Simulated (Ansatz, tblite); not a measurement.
# Hf2(OH)8 (Hf₂H₈O₈): charged states by level of theory

What does removing or adding an electron cost or gain for Hf2(OH)8 (Hf₂H₈O₈)? Each charged state is run at several levels.

Program: Ansatz 0.2.0, Gaussian basis. Level of theory: as each input shows. These are calculated values, not measurements.

The runs, in order: charge +1 doublet, at the geometry of the singlet (PBE0-D4/def2-TZVP, PBE-D4/def2-TZVP, ωB97M-V/def2-TZVP); charge +1 doublet, relaxed (PBE0-D4/def2-TZVP, PBE-D4/def2-TZVP); charge -1 doublet, at the geometry of the singlet (PBE0-D4/def2-TZVP, PBE-D4/def2-TZVP, ωB97M-V/def2-TZVP); the starting singlet's energies come from earlier runs.

1 further run of the same task is left out (it didn't finish). Runs told in other sessions of the task aren't counted.

### 1 The structure

The singlet was relaxed beforehand with PBE-D4/def2-SVP.

18 atoms, charge 0, spin multiplicity 1.

Atoms are counted from 1 here; the program's logs count them from 0.

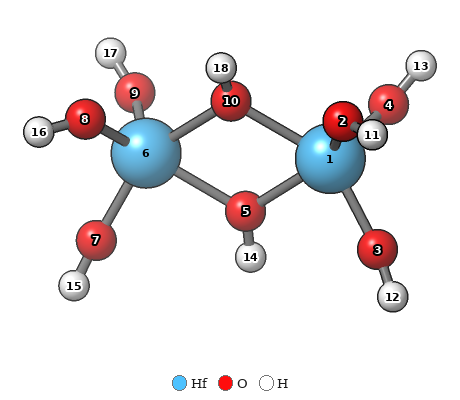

The structure; hafnium blue, oxygen red, hydrogen white; atoms are numbered from 1 in the order of the file.

Geometry (Å):

```mol
H8Hf2O8
  3D, bonds by distance, orders not assigned

 18 18  0  0  0  0  0  0  0  0999 V2000
   -0.6034    1.4766    0.8945 Hf  0  0
    0.9361    2.5569    1.5071 O   0  0
   -1.5627    2.8458   -0.1184 O   0  0
   -1.7439    1.0472    2.4163 O   0  0
   -0.9771    0.0561   -0.7311 O   0  0
    0.4777   -1.5745   -0.7827 Hf  0  0
    0.0204   -1.8795   -2.6577 O   0  0
    2.4481   -1.6406   -0.9234 O   0  0
   -0.1732   -3.1429    0.1732 O   0  0
    0.8395   -0.1517    0.8330 O   0  0
    1.1209    3.5076    1.5406 H   0  0
   -1.8973    3.4997   -0.7421 H   0  0
   -1.8640    1.1288    3.3720 H   0  0
   -1.6799    0.1659   -1.3929 H   0  0
   -0.1719   -1.9256   -3.6006 H   0  0
    3.0621   -1.9400   -1.6109 H   0  0
    0.0455   -3.9844    0.5953 H   0  0
    1.7231   -0.0454    1.2278 H   0  0
  1  2  8  0
  1  3  8  0
  1  4  8  0
  1  5  8  0
  1 10  8  0
  2 11  8  0
  3 12  8  0
  4 13  8  0
  5  6  8  0
  5 14  8  0
  6  7  8  0
  6  8  8  0
  6  9  8  0
  6 10  8  0
  7 15  8  0
  8 16  8  0
  9 17  8  0
 10 18  8  0
M  END
```

Hf takes a core potential in the def2 sets. No spin-orbit coupling is included.

### 2 Charge +1 doublet at the fixed geometry, PBE0-D4/def2-TZVP

in.yaml reads:

```yaml
crystal:
  periodic: [false, false, false]
  atoms:
    - {symbol: Hf, position_ang: [-0.603440, 1.476636, 0.894471]}
    - {symbol: O, position_ang: [0.936133, 2.556856, 1.507127]}
    - {symbol: O, position_ang: [-1.562677, 2.845822, -0.118380]}
    - {symbol: O, position_ang: [-1.743921, 1.047180, 2.416253]}
    - {symbol: O, position_ang: [-0.977141, 0.056124, -0.731070]}
    - {symbol: Hf, position_ang: [0.477704, -1.574496, -0.782723]}
    - {symbol: O, position_ang: [0.020372, -1.879473, -2.657738]}
    - {symbol: O, position_ang: [2.448096, -1.640641, -0.923429]}
    - {symbol: O, position_ang: [-0.173215, -3.142919, 0.173244]}
    - {symbol: O, position_ang: [0.839520, -0.151715, 0.833008]}
    - {symbol: H, position_ang: [1.120892, 3.507597, 1.540559]}
    - {symbol: H, position_ang: [-1.897283, 3.499680, -0.742086]}
    - {symbol: H, position_ang: [-1.864023, 1.128763, 3.371977]}
    - {symbol: H, position_ang: [-1.679885, 0.165897, -1.392894]}
    - {symbol: H, position_ang: [-0.171929, -1.925558, -3.600576]}
    - {symbol: H, position_ang: [3.062145, -1.939970, -1.610890]}
    - {symbol: H, position_ang: [0.045538, -3.984361, 0.595313]}
    - {symbol: H, position_ang: [1.723117, -0.045431, 1.227835]}
basis:
  gaussian: {orbitals: def2-TZVP}
total_charge: 1
magnetization: {spin_polarized: true, initial_magnetization: 1}
hamiltonian: {xc: pbe0, dispersion: d4}
scf: {omitted_lower_state_checks: [starts]}
output: {orbitals: {seedname: orbitals}}
```

On the command line:

```console
> ansatz run in.yaml --threads 2 --pin off --events-out ev --progress --plain --max-ram 20480MiB --backend cuda --devices 0, --max-vram 18GiB
```

Log:

```text
Functional definition: PBE0
  name "PBE0"
  cite "Adamo & Barone, J. Chem. Phys. 110, 6158 (1999) doi:10.1063/1.478522"
  cite "Perdew, Burke & Ernzerhof, Phys. Rev. Lett. 77, 3865 (1996) doi:10.1103/PhysRevLett.77.3865"
  parent pbe
  parameter a = 0.25
  parameter kappa = 0.804
  parameter beta = 0.06672455060314922
  exchange = (1 - a)*pbe_x(kappa = kappa, mu = beta*pi^2/3) + a*exact_x
  correlation = pbe_c(beta = beta)
these checks for a lower state are left out or cut short: starts
2346 factors; their error is unknown
mean field evaluation 1: about -19071.3150 eV, gradient 1.2e2 eV
mean field evaluation 2: about -18848.1793 eV, gradient 2.5e2 eV
mean field evaluation 4: about -19109.5237 eV, gradient 3.9e1 eV
mean field evaluation 8: about -19114.8498 eV, gradient 8.5e0 eV
mean field evaluation 16: about -19115.2917 eV, gradient 3.4e-1 eV
mean field evaluation 32: about -19115.3538 eV, gradient 4.9e-2 eV
mean field -19115.35495819 eV, -702.4763378606 hartree, gradient 9.2e-6 eV, S^2 0.761688; 0 other end points of the search recorded, 0 dependent functions left out
reference -19115.35500399 eV, -702.4763395435 hartree; 48, 47 occupied and 328, 329 virtual orbitals, 2346 factors
Total energy: -19115.69515162 eV, -702.4888397386 hartree
Checks for a lower state left out: starts
```

It took 12 s on 1 × H100 (card shared with other runs) with 2 threads of AMD EPYC 7R13, shared host; peak host memory 1.1 GiB.

HOMO -12.13 eV, LUMO -11.30 eV (over both spins); ⟨S²⟩ 0.762 (pure: 0.75).

### 3 Charge +1 doublet at the fixed geometry, PBE-D4/def2-TZVP

start.molden holds the orbitals of an earlier run on this state, given as this run's starting guess.

in.yaml: that of step 2 with these lines changed.

```diff
@@ -22,6 +22,6 @@
 basis:
-  gaussian: {orbitals: def2-TZVP}
+  gaussian: {orbitals: def2-TZVP, initial_orbitals: start.molden}
 total_charge: 1
 magnetization: {spin_polarized: true, initial_magnetization: 1}
-hamiltonian: {xc: pbe0, dispersion: d4}
+hamiltonian: {xc: pbe, dispersion: d4}
 scf: {omitted_lower_state_checks: [starts]}
```

The command is unchanged.

Log:

```text
Functional definition: PBE
  name "PBE"
  cite "Perdew, Burke & Ernzerhof, Phys. Rev. Lett. 77, 3865 (1996) doi:10.1103/PhysRevLett.77.3865"
  parent pbe
  parameter kappa = 0.804
  parameter beta = 0.06672455060314922
  exchange = pbe_x(kappa = kappa, mu = beta*pi^2/3)
  correlation = pbe_c(beta = beta)
these checks for a lower state are left out or cut short: starts
2250 factors; their error is unknown
mean field evaluation 1: about -19118.1961 eV, gradient 1.1e1 eV
mean field evaluation 2: about -19118.5222 eV, gradient 3.6e-1 eV
mean field evaluation 4: about -19118.5085 eV, gradient 5.6e-1 eV
mean field evaluation 8: about -19118.5113 eV, gradient 6.5e-3 eV
mean field evaluation 16: about -19118.5113 eV, gradient 3.6e-2 eV
mean field -19118.51126242 eV, -702.5923299015 hartree, gradient 3.6e-6 eV, S^2 0.752862; 0 other end points of the search recorded, 0 dependent functions left out
reference -19118.51132516 eV, -702.5923322074 hartree; 48, 47 occupied and 328, 329 virtual orbitals, 2250 factors
Total energy: -19118.90024799 eV, -702.6066248578 hartree
Checks for a lower state left out: starts
```

Run time: 10 s. Hardware: 1 × H100 (card shared with other runs) with 2 threads of AMD EPYC 7R13, shared host; peak host memory 1.1 GiB.

HOMO -11.01 eV, LUMO -11.01 eV (over both spins); ⟨S²⟩ 0.753 (pure: 0.75).

### 4 Charge +1 doublet at the fixed geometry, ωB97M-V/def2-TZVP

in.yaml: that of step 3 with these lines changed.

```diff
@@ -25,3 +25,3 @@
 magnetization: {spin_polarized: true, initial_magnetization: 1}
-hamiltonian: {xc: pbe, dispersion: d4}
+hamiltonian: {xc: {name: wB97M-V}}
 scf: {omitted_lower_state_checks: [starts]}
```

Launched as before.

Log, cut to the lines that bear on the results:

```text
Functional definition: wB97M-V
  name "wB97M-V"
  cite "Mardirossian & Head-Gordon, J. Chem. Phys. 144, 214110 (2016) doi:10.1063/1.4952647"
  cite "Becke, J. Chem. Phys. 107, 8554 (1997) doi:10.1063/1.475007"
  cite "Vydrov & Van Voorhis, J. Chem. Phys. 133, 244103 (2010) doi:10.1063/1.3521275"
  # Of w^i u^j: cxij and so on, Table III.
[...]
  gx(w, u) = 1 - cx + cx01*u + cx10*w
  gss(w, u) = css00 + css04*u^4 + css10*w + css20*w^2 + css43*w^4*u^3
  gos(w, u) = cos00 + cos10*w + (cos20 + cos21*u)*w^2 + (cos60 + cos61*u)*w^6
[...]
      + integral(e_c_pw_mod_opposite_spin*gos(b97_w_opposite, b97_u_opposite)) + vv10(b, c)
[...]
2276 factors; their error is unknown
544 factors; integrals over basis functions are off by at most 6.8e-6 eV
[...]
mean field -19124.10421628 eV, -702.7978671651 hartree, gradient 3.2e-6 eV, S^2 0.766474; 0 other end points of the search recorded, 0 dependent functions left out
reference -19124.10429084 eV, -702.7978699050 hartree; 48, 47 occupied and 328, 329 virtual orbitals, 2276 factors
Total energy: -19124.10429084 eV, -702.7978699050 hartree
Checks for a lower state left out: starts
```

It took 30 s on 1 × H100 (card shared with other runs) with 2 threads of AMD EPYC 7R13, shared host; peak host memory 1.6 GiB.

Report: HOMO -13.91 eV, LUMO -10.64 eV (over both spins); ⟨S²⟩ 0.766 (pure: 0.75).

### 5 Vertical ionisation energy

Charged state less starting state, singlet to doublet; the starting state's energies are those of its earlier runs.

| level | vertical ionisation energy (eV) | time |
| --- | --- | --- |
| PBE-D4/def2-TZVP | +8.82 | 13 s |
| PBE0-D4/def2-TZVP | +9.80 | 15 s |
| ωB97M-V/def2-TZVP | +10.66 | 36 s |

Times add the two runs; a level without a time comes out of a correlated run.

Beside −ε(HOMO) of the starting state:

| level | −ε(HOMO) (eV) | by difference (eV) | mismatch (eV) |
| --- | --- | --- | --- |
| PBE-D4/def2-TZVP | 6.56 | 8.82 | -2.26 |
| PBE0-D4/def2-TZVP | 8.24 | 9.80 | -1.56 |
| ωB97M-V/def2-TZVP | 10.66 | 10.66 | +0.01 |

### 6 Relaxing the charge +1 doublet

in.yaml: that of step 4 with these lines changed.

```diff
@@ -22,7 +22,8 @@
 basis:
-  gaussian: {orbitals: def2-TZVP, initial_orbitals: start.molden}
+  gaussian: {orbitals: def2-SVP}
 total_charge: 1
 magnetization: {spin_polarized: true, initial_magnetization: 1}
-hamiltonian: {xc: {name: wB97M-V}}
-scf: {omitted_lower_state_checks: [starts]}
+hamiltonian: {xc: pbe, dispersion: d4}
+scf: {lower_state_search: "off"}
 output: {orbitals: {seedname: orbitals}}
+relax: {f_tol: 0.03, max_steps: 70}
```

Launched as before.

Log:

```text
Functional definition: PBE
  name "PBE"
  cite "Perdew, Burke & Ernzerhof, Phys. Rev. Lett. 77, 3865 (1996) doi:10.1103/PhysRevLett.77.3865"
  parent pbe
  parameter kappa = 0.804
  parameter beta = 0.06672455060314922
  exchange = pbe_x(kappa = kappa, mu = beta*pi^2/3)
  correlation = pbe_c(beta = beta)
these checks for a lower state are left out or cut short: stability, starts, cluster_reference, orbital_swaps, neighbouring_geometries, increment
2236 factors; their error is unknown
mean field evaluation 1: about -19046.4252 eV, gradient 1.2e2 eV
mean field evaluation 2: about -18501.2429 eV, gradient 3.3e2 eV
mean field evaluation 4: about -19075.5205 eV, gradient 7.0e1 eV
mean field evaluation 8: about -19095.1483 eV, gradient 2.4e1 eV
mean field evaluation 16: about -19097.3647 eV, gradient 1.3e1 eV
mean field evaluation 32: about -19098.2413 eV, gradient 3.6e-4 eV
mean field -19098.24127370 eV, -701.8474215558 hartree, gradient 3.9e-6 eV, S^2 0.752687; 0 other end points of the search recorded, 0 dependent functions left out
the calculation of the forces begins
reference -19098.24139050 eV, -701.8474258479 hartree; 48, 47 occupied and 168, 169 virtual orbitals, 2236 factors
relax step   1: F+E_penalty+E_count = -19098.63019653 eV  Δ(F+E_penalty+E_count) = +0.000e0 eV  max|allowed force component| = 5.212e-1 eV/Å  Δτ_max = 0.0000 Å  (124 SCF iters, accepted)
these checks for a lower state are left out or cut short: stability, starts, cluster_reference, orbital_swaps, neighbouring_geometries, increment
2236 factors; their error is unknown
mean field -19098.33974396 eV, -701.8510402708 hartree, gradient 5.6e-6 eV, S^2 0.753065; 0 other end points of the search recorded, 0 dependent functions left out
the calculation of the forces begins
reference -19098.33986097 eV, -701.8510445710 hartree; 48, 47 occupied and 168, 169 virtual orbitals, 2236 factors
relax step   2: F+E_penalty+E_count = -19098.71952866 eV  Δ(F+E_penalty+E_count) = -8.933e-2 eV  max|allowed force component| = 4.028e-1 eV/Å  Δτ_max = 0.0774 Å  (141 SCF iters, accepted)
these checks for a lower state are left out or cut short: stability, starts, cluster_reference, orbital_swaps, neighbouring_geometries, increment
2236 factors; their error is unknown
mean field evaluation 64: about -19098.3695 eV, gradient 3.2e-1 eV
mean field -19098.37076406 eV, -701.8521802387 hartree, gradient 6.5e-6 eV, S^2 0.753509; 0 other end points of the search recorded, 0 dependent functions left out
the calculation of the forces begins
reference -19098.37088096 eV, -701.8521845346 hartree; 48, 47 occupied and 168, 169 virtual orbitals, 2236 factors
relax step   3: F+E_penalty+E_count = -19098.74364080 eV  Δ(F+E_penalty+E_count) = -2.411e-2 eV  max|allowed force component| = 1.508e0 eV/Å  Δτ_max = 0.1537 Å  (49 SCF iters, accepted)
these checks for a lower state are left out or cut short: stability, starts, cluster_reference, orbital_swaps, neighbouring_geometries, increment
2236 factors; their error is unknown
mean field -19098.50941467 eV, -701.8572755546 hartree, gradient 3.0e-6 eV, S^2 0.753537; 0 other end points of the search recorded, 0 dependent functions left out
the calculation of the forces begins
reference -19098.50953195 eV, -701.8572798645 hartree; 48, 47 occupied and 168, 169 virtual orbitals, 2236 factors
relax step   4: F+E_penalty+E_count = -19098.88907283 eV  Δ(F+E_penalty+E_count) = -1.454e-1 eV  max|allowed force component| = 3.953e-1 eV/Å  Δτ_max = 0.2000 Å  (46 SCF iters, accepted)
these checks for a lower state are left out or cut short: stability, starts, cluster_reference, orbital_swaps, neighbouring_geometries, increment
2236 factors; their error is unknown
mean field -19098.53421718 eV, -701.8581870300 hartree, gradient 1.3e-6 eV, S^2 0.753683; 0 other end points of the search recorded, 0 dependent functions left out
the calculation of the forces begins
reference -19098.53433458 eV, -701.8581913441 hartree; 48, 47 occupied and 168, 169 virtual orbitals, 2236 factors
relax step   5: F+E_penalty+E_count = -19098.91587884 eV  Δ(F+E_penalty+E_count) = -2.681e-2 eV  max|allowed force component| = 1.692e-1 eV/Å  Δτ_max = 0.1118 Å  (47 SCF iters, accepted)
these checks for a lower state are left out or cut short: stability, starts, cluster_reference, orbital_swaps, neighbouring_geometries, increment
2236 factors; their error is unknown
mean field evaluation 96: about -19098.5312 eV, gradient 4.2e-6 eV
mean field -19098.53123957 eV, -701.8580776049 hartree, gradient 5.4e-6 eV, S^2 0.753660; 0 other end points of the search recorded, 0 dependent functions left out
the calculation of the forces begins
reference -19098.53135689 eV, -701.8580819162 hartree; 48, 47 occupied and 168, 169 virtual orbitals, 2236 factors
relax step   6: F+E_penalty+E_count = -19098.91389655 eV  Δ(F+E_penalty+E_count) = +1.982e-3 eV  max|allowed force component| = 1.533e-1 eV/Å  Δτ_max = 0.0913 Å  (42 SCF iters, rejected (line search))
these checks for a lower state are left out or cut short: stability, starts, cluster_reference, orbital_swaps, neighbouring_geometries, increment
2236 factors; their error is unknown
mean field -19098.53872419 eV, -701.8583526595 hartree, gradient 1.6e-6 eV, S^2 0.753677; 0 other end points of the search recorded, 0 dependent functions left out
the calculation of the forces begins
reference -19098.53884156 eV, -701.8583569727 hartree; 48, 47 occupied and 168, 169 virtual orbitals, 2236 factors
relax step   7: F+E_penalty+E_count = -19098.92117322 eV  Δ(F+E_penalty+E_count) = -5.294e-3 eV  max|allowed force component| = 4.894e-2 eV/Å  Δτ_max = 0.0449 Å  (42 SCF iters, accepted)
these checks for a lower state are left out or cut short: stability, starts, cluster_reference, orbital_swaps, neighbouring_geometries, increment
2236 factors; their error is unknown
mean field -19098.53933975 eV, -701.8583752810 hartree, gradient 5.7e-6 eV, S^2 0.753683; 0 other end points of the search recorded, 0 dependent functions left out
the calculation of the forces begins
reference -19098.53945710 eV, -701.8583795935 hartree; 48, 47 occupied and 168, 169 virtual orbitals, 2236 factors
relax step   8: F+E_penalty+E_count = -19098.92180266 eV  Δ(F+E_penalty+E_count) = -6.294e-4 eV  max|allowed force component| = 2.621e-2 eV/Å  Δτ_max = 0.0290 Å  (34 SCF iters, accepted)
these checks for a lower state are left out or cut short: stability, starts, cluster_reference, orbital_swaps, neighbouring_geometries, increment
2236 factors; their error is unknown
mean field -19098.53941076 eV, -701.8583778905 hartree, gradient 2.3e-6 eV, S^2 0.753679; 0 other end points of the search recorded, 0 dependent functions left out
the calculation of the forces begins
reference -19098.53952813 eV, -701.8583822037 hartree; 48, 47 occupied and 168, 169 virtual orbitals, 2236 factors
relax step   9: F+E_penalty+E_count = -19098.92214094 eV  Δ(F+E_penalty+E_count) = -3.383e-4 eV  max|allowed force component| = 2.837e-2 eV/Å  Δτ_max = 0.0317 Å  (34 SCF iters, accepted)
Total energy: -19098.92225831 eV, -701.8724472783 hartree
Atom 0 at    -0.574907     1.459512     0.889511 Å, force    -0.007591    -0.028368     0.028229 eV/Å
Atom 1 at     0.819139     2.762577     1.406217 Å, force     0.008669     0.013487     0.006342 eV/Å
Atom 2 at    -1.590817     2.792131    -0.150311 Å, force    -0.009868     0.007141    -0.013084 eV/Å
Atom 3 at    -1.593807     0.970736     2.432952 Å, force     0.011635     0.006030    -0.019937 eV/Å
Atom 4 at    -1.028560    -0.008225    -0.649804 Å, force    -0.007790    -0.001271    -0.026230 eV/Å
Atom 5 at     0.491313    -1.555131    -0.767742 Å, force    -0.002667    -0.006877     0.026647 eV/Å
Atom 6 at    -0.004695    -1.843569    -2.655044 Å, force    -0.000638     0.004726     0.004135 eV/Å
Atom 7 at     2.428284    -1.729640    -1.136533 Å, force     0.003469    -0.003297    -0.005185 eV/Å
Atom 8 at    -0.118759    -3.053653     0.252518 Å, force     0.002123     0.009470    -0.014007 eV/Å
Atom 9 at     1.008490    -0.012421     0.677248 Å, force     0.013926     0.001268    -0.018287 eV/Å
Atom 10 at     1.290797     3.563214     1.687449 Å, force     0.001527     0.000197     0.000578 eV/Å
Atom 11 at    -1.974516     3.593799    -0.540089 Å, force     0.001623     0.003463     0.000220 eV/Å
Atom 12 at    -2.143826     0.969934     3.229520 Å, force    -0.006555    -0.002204     0.015210 eV/Å
Atom 13 at    -1.785477     0.057351    -1.260751 Å, force     0.000067     0.000945     0.004553 eV/Å
Atom 14 at    -0.039541    -2.038058    -3.605228 Å, force     0.001396     0.000120     0.000683 eV/Å
Atom 15 at     3.277838    -2.060453    -1.471361 Å, force    -0.003235     0.000592     0.003492 eV/Å
Atom 16 at    -0.348386    -3.938832     0.570582 Å, force     0.000413    -0.005097     0.005545 eV/Å
Atom 17 at     1.887433     0.070718     1.090868 Å, force    -0.006504    -0.000325     0.001096 eV/Å
Dipole moment:     0.123098     0.169024    -0.233224 e Å
Checks for a lower state left out: stability, starts, cluster_reference, orbital_swaps, neighbouring_geometries, increment
```

It took 36 s on 1 × H100 (card shared with other runs) with 2 threads of AMD EPYC 7R13, shared host; peak host memory 0.88 GiB.

Along the way: (the energy doesn't fall at every step)

| step | energy from step 1 (eV) | largest force component (eV/Å) |
| --- | --- | --- |
| 1 | 0.0000 | 0.5212 |
| 2 | -0.0893 | 0.4028 |
| 3 | -0.1134 | 1.5083 |
| 4 | -0.2589 | 0.3953 |
| 5 | -0.2857 | 0.1692 |
| 6 | -0.2837 | 0.1533 |
| 7 | -0.2910 | 0.0489 |
| 8 | -0.2916 | 0.0262 |
| 9 | -0.2919 | 0.0284 |

The force was under the threshold of 0.03 eV/Å already at step 8, but the program went on to step 9.

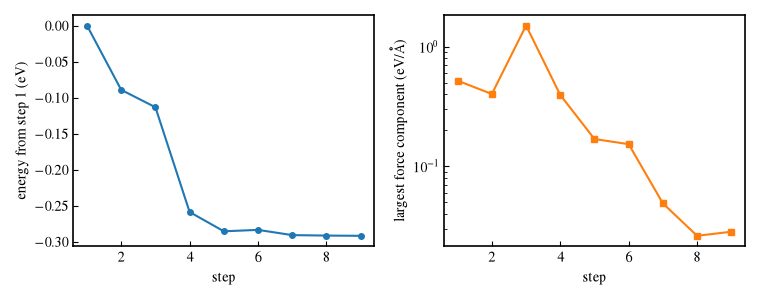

Energy and largest force along the relaxation.

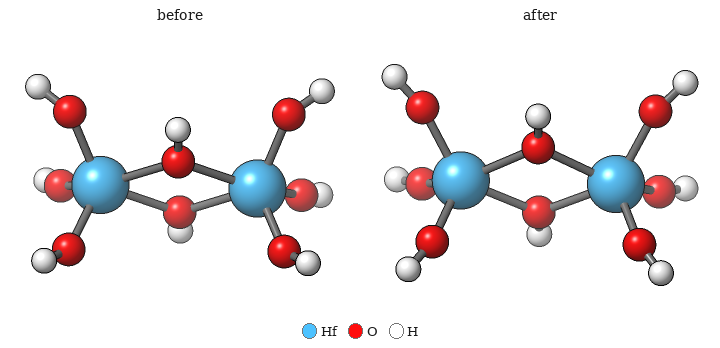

The geometry before (left) and after (right).

Close pairs (by a distance rule), those that changed most:

| bond | before (Å) | after (Å) | change (Å) |
| --- | --- | --- | --- |
| Hf1–O4 | 1.950 | 1.913 | -0.037 |
| Hf6–O9 | 1.949 | 1.913 | -0.036 |
| Hf6–O7 | 1.954 | 1.973 | +0.019 |
| Hf1–O3 | 1.955 | 1.972 | +0.017 |
| Hf1–O5 | 2.191 | 2.175 | -0.016 |
| O5–Hf6 | 2.186 | 2.172 | -0.014 |
| O7–H15 | 0.963 | 0.971 | +0.007 |
| Hf6–O10 | 2.183 | 2.176 | -0.007 |

[end of part 1 of 2]
